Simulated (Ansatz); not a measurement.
Input

```
crystal:
  periodic: [false, false, false]
  atoms:
    - {symbol: C, position_ang: [-1.294055, 1.976928, -0.709665]}
    - {symbol: C, position_ang: [1.715524, 0.767451, 0.112554]}
    - {symbol: Si, position_ang: [0.269735, 1.311707, -0.896877]}
    - {symbol: H, position_ang: [-1.464962, 3.027540, -0.951234]}
    - {symbol: H, position_ang: [-2.170313, 1.341686, -0.851092]}
    - {symbol: H, position_ang: [2.526213, 0.390371, -0.509771]}
    - {symbol: H, position_ang: [1.363011, -0.008722, 0.802823]}
    - {symbol: H, position_ang: [2.048867, 1.629244, 0.703649]}
basis:
  gaussian:
    orbitals: def2-TZVPD
total_charge: 1
output: {forces: true, orbitals: {seedname: orbitals}}
hamiltonian:
  xc: pbe0
```

Launched as:

```sh
ansatz run input.yaml --threads 1 --pin off --max-ram 2610MiB --events-out events.jsonl --progress --plain --runs-dir runs
```

Geometry: B3LYP-D3(BJ)/6-311G**.

Theory: Ansatz, isolated molecule in a Gaussian basis; Kohn-Sham density functional theory, functional PBE0.

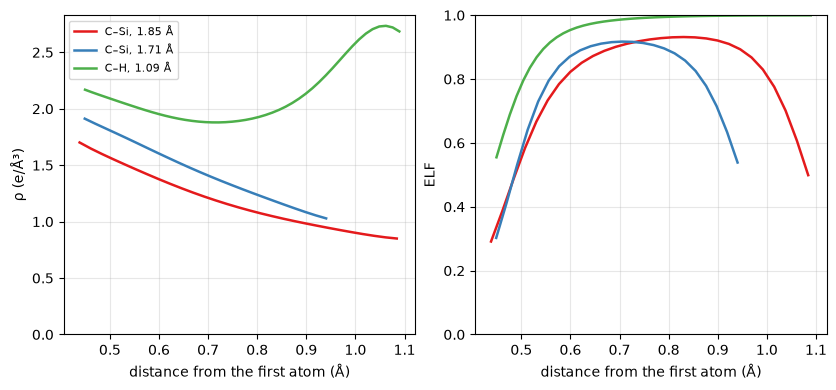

C₂H₅Si (SMILES C=[Si+]C) (charge +1). Electron density and electron localisation function along straight lines between neighbouring atoms. The curves leave out the atomic cores.

### What kind of bonding do the profiles show?

C–Si (1.85 Å): ρ is about 0.96 e/Å³ halfway; the ELF peaks at about 0.95 between the atoms; a shared electron pair.
C–Si (1.71 Å): ρ at the midpoint is about 1.2 e/Å³; the ELF peaks at about 0.90 between the atoms: localised, covalent bonding.
C–H (1.09 Å): ρ is about 2 e/Å³ halfway; the ELF climbs to about 1 towards the hydrogen, as it does in any bond to H: an ordinary covalent bond to hydrogen.
